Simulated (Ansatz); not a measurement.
# Si2H3F3 (SMILES F[Si](F)(F)[SiH3]): PBE0/cc-pVDZ

What is the vertical singlet–triplet gap of Si2H3F3 at PBE0/cc-pVDZ? 

The calculation is run with Ansatz 0.2.0.

48 further runs of the same task are left out: 4 that didn't finish, 44 set aside as unsound or not needed.

## (1) The structure to begin with

Si2H3F3 has 8 atoms, charge 0, and is taken as a singlet. As SMILES, `F[Si](F)(F)[SiH3]`. The coordinates come from a PBE0-D4/def2-TZVP relaxation.

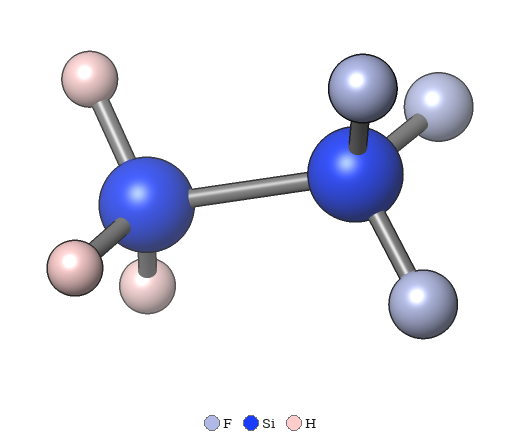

The structure, seen from a chosen angle (fluorine light blue, silicon blue, hydrogen pink).

## (2) A single-point energy at PBE0/cc-pVDZ

The input, molecule.yaml:

```yaml
basis:
  gaussian:
    orbitals: cc-pVDZ
crystal:
  periodic: [false, false, false]
  atoms:
    - {symbol: F, position_ang: [1.310500, -1.060500, 1.504800]}
    - {symbol: Si, position_ang: [0.534400, -0.990500, 0.128500]}
    - {symbol: F, position_ang: [-0.479300, -2.204500, 0.107900]}
    - {symbol: F, position_ang: [1.595600, -1.255900, -1.013900]}
    - {symbol: Si, position_ang: [-0.550700, 1.050400, -0.152600]}
    - {symbol: H, position_ang: [-1.525600, 1.227900, 0.951900]}
    - {symbol: H, position_ang: [0.460600, 2.135800, -0.122800]}
    - {symbol: H, position_ang: [-1.253300, 1.040400, -1.459500]}
output: {orbitals: {seedname: orbitals}}
accuracy: high
hamiltonian:
  xc: pbe0
```

On the command line:

```sh
$ ansatz run molecule.yaml --threads 1 --pin off --max-ram 3480MiB --events-out events.jsonl --progress --plain --runs-dir runs
```

What it wrote:

```text
Warning: RAYON_NUM_THREADS=1 ignored (pool sized by the plan → 1); use --threads N
Functional definition: PBE0
  name "PBE0"
  parameter a = 0.25
  parameter kappa = 0.804
  parameter beta = 0.06672455060314922
  exchange = (1 - a)*pbe_x(kappa = kappa, mu = beta*pi^2/3) + a*exact_x
  correlation = pbe_c(beta = beta)
2061 factors; integrals over basis functions are off by at most 4.6e-9 eV
mean field evaluation 1: about -23941.5958 eV, gradient 4.5e1 eV
mean field evaluation 2: about -23938.5307 eV, gradient 6.5e1 eV
mean field evaluation 4: about -23944.6767 eV, gradient 5.5e-1 eV
mean field evaluation 8: about -23944.8428 eV, gradient 4.6e-2 eV
mean field evaluation 16: about -23944.8428 eV, gradient 8.8e-7 eV
mean field -23944.84282919 eV, -879.9567435755 hartree, gradient 2.2e-8 eV, S^2 0.000000; 0 other end points of the search recorded, 0 dependent functions left out
reference -23944.84283192 eV, -879.9567436755 hartree; 29, 29 occupied and 64, 64 virtual orbitals, 2061 factors
Total energy: -23944.84283192 eV, -879.9567436755 hartree
```

It took 8.4 s on 1 thread of Arm Neoverse V2, shared host; peak memory 0.34 GiB.

## (3) The triplet

molecule.yaml: that of step 2 with these lines changed.

```diff
@@ -1,4 +1 @@
-basis:
-  gaussian:
-    orbitals: cc-pVDZ
 crystal:
@@ -14,5 +11,12 @@
     - {symbol: H, position_ang: [-1.253300, 1.040400, -1.459500]}
-output: {orbitals: {seedname: orbitals}}
-accuracy: high
+basis:
+  gaussian:
+    orbitals: cc-pVDZ
+magnetization:
+  spin_polarized: true
+  initial_magnetization: 2
 hamiltonian:
   xc: pbe0
+accuracy: high
+output:
+  orbitals: {seedname: orbitals}
```

On the command line:

```sh
$ ansatz run molecule.yaml --threads 1 --pin off --max-ram 3480MiB --events-out events.jsonl --progress --plain --runs-dir runs
```

What it wrote (excerpt; [...] marks lines left out):

```text
Warning: RAYON_NUM_THREADS=1 ignored (pool sized by the plan → 1); use --threads N
[... 2 set-up lines as earlier in the session ...]
[...]
2061 factors; integrals over basis functions are off by at most 4.6e-9 eV
[...]
mean field -23938.00667858 eV, -879.7055196740 hartree, gradient 3.9e-8 eV, S^2 2.004182; 7 other end points of the search recorded, 0 dependent functions left out
reference -23938.00668147 eV, -879.7055197802 hartree; 30, 28 occupied and 63, 65 virtual orbitals, 2061 factors
Total energy: -23938.00668147 eV, -879.7055197802 hartree
```

It took 1.7 min on 1 thread of Arm Neoverse V2, shared host; peak memory 0.54 GiB.

## (4) Outcome

Level: PBE0/cc-pVDZ.

| quantity | value |
| --- | --- |
| singlet: total energy | -879.95674 Eh |
| singlet: HOMO energy | -9.31 eV |
| singlet: LUMO energy | -0.04 eV |
| singlet: HOMO–LUMO gap | 9.27 eV |
| triplet: total energy | -879.70552 Eh |
| triplet: HOMO energy (highest over α and β) | -2.73 eV |
| triplet: ⟨S²⟩ | 2.004 |
| vertical energy of the triplet above the singlet | 6.836 eV |

**Reading.** At this shape the triplet lies 6.84 eV (158 kcal/mol) above the singlet.
